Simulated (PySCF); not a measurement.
## Electronic structure of C5H12AlClO2 in real space

```xyz
21

C    -3.1342   -0.8103   -0.0376
C    -1.6630   -0.5649   -0.1333
O    -0.8527   -1.3814   -0.5468
C    -1.1122    0.7805    0.2859
O     0.2776    0.6948    0.0976
C     0.9518    1.9174    0.3183
Al    1.0398   -1.1885   -0.4395
C     2.8419   -0.7598    0.4748
Cl    3.4029   -0.0625   -1.0832
H    -3.3386   -1.8649   -0.2006
H    -3.5158   -0.5063    0.9350
H    -3.6564   -0.2305   -0.7988
H    -1.3564    0.9934    1.3366
H    -1.5424    1.5754   -0.3409
H     0.5274    2.7076   -0.3090
H     1.9909    1.7606    0.0394
H     0.8858    2.2125    1.3701
H     0.9705   -1.1008   -2.0040
H     0.6641   -2.4373    0.4834
H     3.1611   -0.0584    1.2497
H     3.4491   -1.6597    0.6118
```

Geometry: GFN2-xTB.

Method: PySCF, PBE0/pcSseg-1, SCF density, gas phase, non-relativistic.

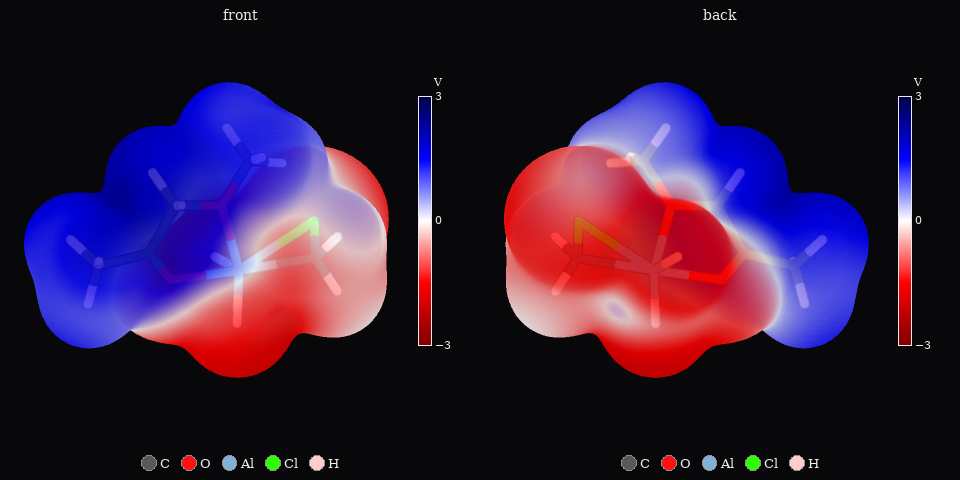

Figure 1. The electrostatic potential painted on the density surface at 0.002 e/bohr³, seen from the front and from behind; red is negative and blue positive.

Q: Where is the surface potential most negative and most positive?

A: The most negative region (about −1.9 V) lies over Cl9, H18 and H19, the most positive (about +2.2 V) over C1, C4 and H14.

Q: What dipole moment does the calculation give?

A: Its dipole moment is 9.71 D.

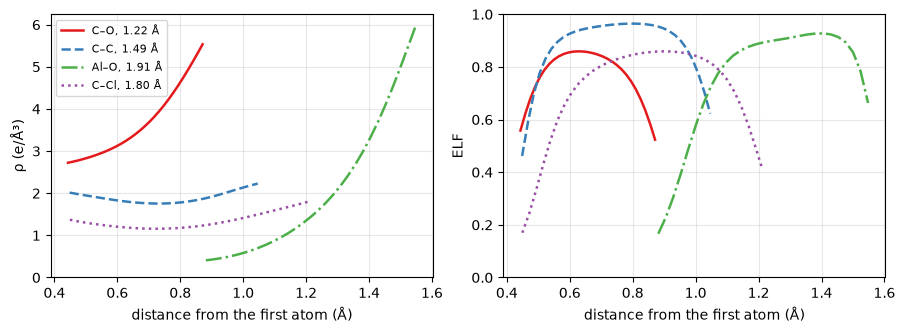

Figure 2. Total electron density and ELF along straight lines between neighbouring atoms. The curves leave out the atomic cores.

Q: Compare the contacts.

A: C–O (1.22 Å): ρ is about 3.2 e/Å³ halfway; the ELF peaks at about 0.85 between the atoms; a multiple bond.
C–C (1.49 Å): the density is about 1.8 e/Å³ at the midpoint; the ELF peaks at about 0.95 between the atoms; a shared electron pair.
Al–O (1.91 Å): ρ at the midpoint is about 0.49 e/Å³; the ELF peaks at about 0.95 in the valence shell of O, 0.5 Å from its nucleus, and is about 0.40 at the midpoint.
C–Cl (1.80 Å): ρ at the midpoint is about 1.3 e/Å³; the ELF peaks at about 0.85 between the atoms (localised, covalent bonding).
